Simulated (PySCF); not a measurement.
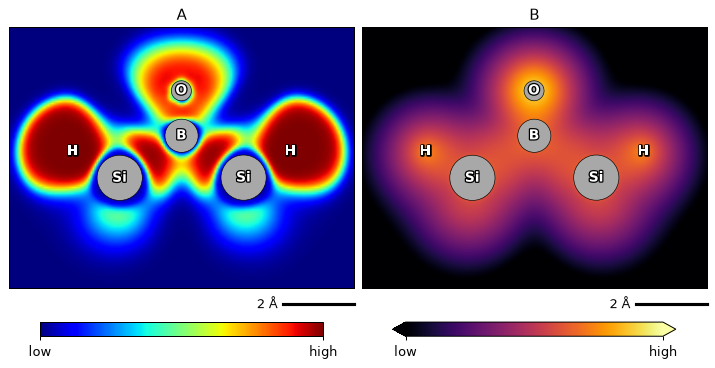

BH$_{6}$OSi$_{2}$ (charge −1): 2 fields on the plane of atoms Si1, B2 and Si3, with unlabelled colour scales. Grey discs cover the atomic cores.

Geometry: PBE0-D3(BJ)/def2-SVP.

Theory: PySCF, PBE0/aug-pcSseg-2, SCF density, gas phase, non-relativistic.

Input file:

```
{"job": {"kind": "nmr", "xc": "PBE0", "basis": "aug-pcSseg-2"}, "charge": -1, "multiplicity": 1}
Si     1.429008    -0.975073     0.332394
B     -0.535657    -0.390116     0.817967
Si    -1.275213     1.054952    -0.523765
O     -1.185118    -0.845479     1.805714
H      2.036791    -2.075207     1.179340
H      1.623391    -1.471679    -1.088844
H      2.457550     0.138770     0.411048
H     -0.497652     2.359496    -0.532917
H     -1.221876     0.654927    -1.987604
H     -2.709746     1.502096    -0.329590
```

Command:

```sh
OMP_NUM_THREADS=1 python cluster_run.py task.json out
```

### Match the panels to the quantities (electron density and electron localisation function).

Panel A: electron localisation function. Panel B: electron density. From the grid: B–O (1.27 Å): ρ at the midpoint is about 2.7 e/Å³; the ELF peaks at about 0.85 between the atoms; a polar covalent bond. Si–B (2.11 Å): ρ is about 0.69 e/Å³ halfway; the ELF peaks at about 1 between the atoms: a covalent bond.
